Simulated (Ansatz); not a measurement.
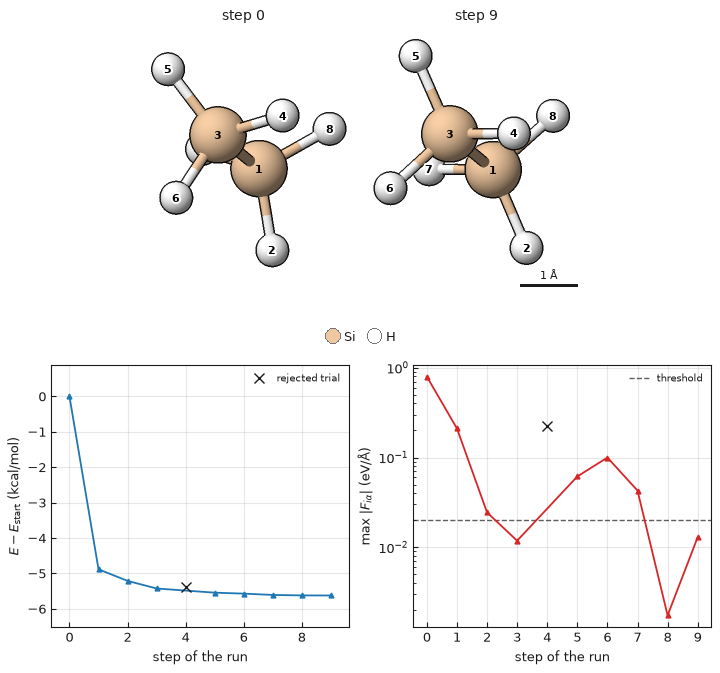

First and last geometry of a relaxation of Si2H6, with the history of the run. The picture is a ball-and-stick view, seen from a free direction.

The run prepares the start of a later molecular dynamics calculation, from a guessed geometry.

These are results of Ansatz, RKS PBE-D4/6-31G*, not measurements.

The input:
```yaml
crystal:
  periodic: [false, false, false]
  atoms:
    - { symbol: Si, position_ang: [0.0, 0.0, 0.0] }
    - { symbol: H, position_ang: [0.0, 0.0, 1.46] }
    - { symbol: Si, position_ang: [2.0935, 0.0, -0.7393] }
    - { symbol: H, position_ang: [2.5508, -1.3762, -0.9079] }
    - { symbol: H, position_ang: [2.1573, 0.6939, -2.0222] }
    - { symbol: H, position_ang: [2.951, 0.6823, 0.2255] }
    - { symbol: H, position_ang: [-0.6877, 1.1914, -0.4862] }
    - { symbol: H, position_ang: [-0.6877, -1.1914, -0.4862] }
basis:
  gaussian: { orbitals: "6-31G*" }
hamiltonian:
  xc: pbe
  dispersion: d4
relax:
  f_tol: 0.02
  max_steps: 40
```

Run as
```bash
ansatz run input.yaml --threads 1 --pin off --max-ram 2048MiB --backend cpu --events-out ev --progress --plain --runs-dir out
```

**Did the run converge, and what did it change?**

It converged. The largest moves after the best rigid fit, 0.38 Å, are those of H2, H4, H5, H6, H7 and H8. By element the largest moves are H 0.38 Å, Si 0.06 Å. Among the contacts that change: Si1–Si3 2.220 → 2.347 Å, Si1–H2 1.460 → 1.502 Å. Groups turn about Si1–Si3 by about 30°. Over 8 accepted moves (9 points after the start) the energy falls by 5.62 kcal/mol. Largest force component: 0.8 eV/Å at the start, 0.013 eV/Å at the end. The line search rejected the trial step at point 4 of the run. The forces were under the threshold at step 3, but the run went on from there.
